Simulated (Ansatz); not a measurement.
Input

```
crystal:
  periodic: [false, false, false]
  atoms:
    - symbol: C
      position_ang: [1.665255, 0.556182, -0.273095]
    - symbol: Cl
      position_ang: [-2.553209, 0.599410, -1.622709]
    - symbol: Mo
      position_ang: [-1.177018, -0.512792, -0.163639]
    - symbol: "N"
      position_ang: [0.275138, 0.392943, -0.051828]
    - symbol: O
      position_ang: [-0.756864, -2.009664, -0.779553]
    - symbol: O
      position_ang: [-1.908310, -0.684318, 1.549872]
    - symbol: H
      position_ang: [2.127611, -0.368185, -0.663355]
    - symbol: H
      position_ang: [2.170290, 0.838602, 0.665964]
    - symbol: H
      position_ang: [1.833739, 1.369262, -0.999489]
    - symbol: H
      position_ang: [-1.593431, -0.232637, 2.340732]
basis:
  gaussian: {orbitals: def2-SVPD}
output: {forces: true, orbitals: {seedname: orbitals}}
hamiltonian: {xc: {name: PBE0}}
```

Launched as:

```sh
ansatz run input.yaml --threads 2 --pin off --max-ram 5220MiB --events-out events.jsonl --progress --plain --runs-dir runs
```

Geometry: PBE0-D4/def2-SVP; core potentials replace the inner electrons of Mo.

All numbers below come from isolated molecule in a Gaussian basis; Kohn-Sham density functional theory, functional PBE0 (Ansatz 0.2.0).

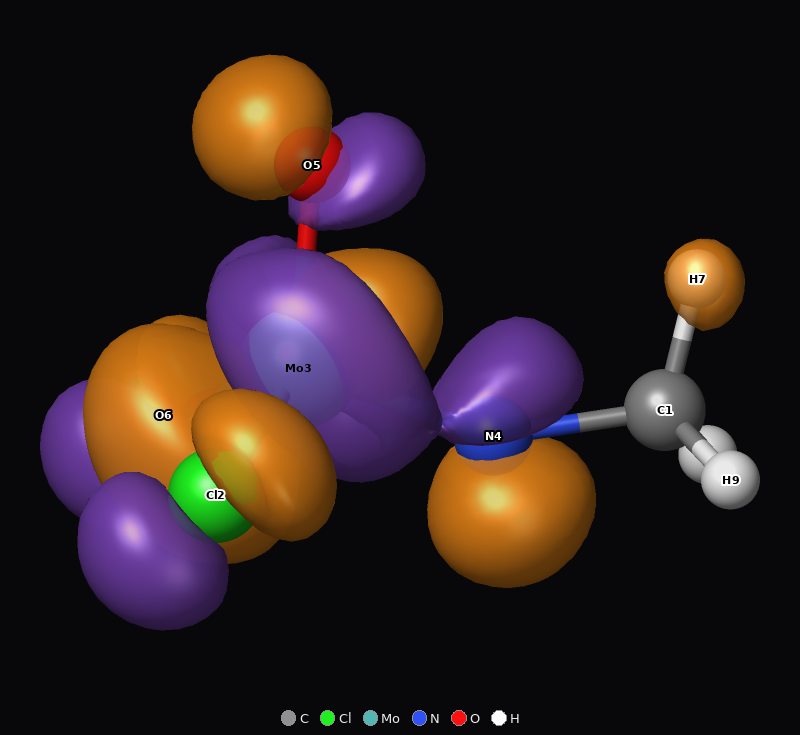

CH₄ClMoNO₂. One frontier orbital at ±0.1 Å⁻³ᐟ² (orange and purple are the two phases), seen from one side.

Which orbital is it: HOMO or LUMO?

The LUMO, at −2.27 eV. By Hirshfeld shares it lies mainly on Mo3 (about 55 %), N4 (about 10 %), Cl2 (about 10 %), O6 (about 10 %) and O5 (about 10 %).
